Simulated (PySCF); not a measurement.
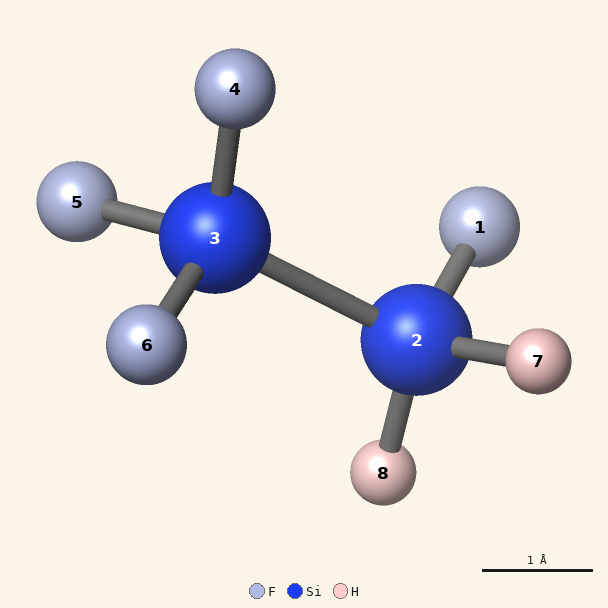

The atoms are numbered. The computed structure is the end point of a GFN2-xTB optimisation. No frequency run is at hand to confirm it as a minimum.

Give these bond angles: F1–Si2–Si3, F1–Si2–H7, Si3–Si2–H7, H7–Si2–H8, Si2–Si3–F4, Si2–Si3–F6, F4–Si3–F5, F4–Si3–F6.

| angle | degrees |
| --- | --- |
| F1–Si2–Si3 | 108.5 |
| F1–Si2–H7 | 104.3 |
| Si3–Si2–H7 | 113.2 |
| H7–Si2–H8 | 112.3 |
| Si2–Si3–F4 | 118.3 |
| Si2–Si3–F6 | 111.2 |
| F4–Si3–F5 | 102.1 |
| F4–Si3–F6 | 102.4 |
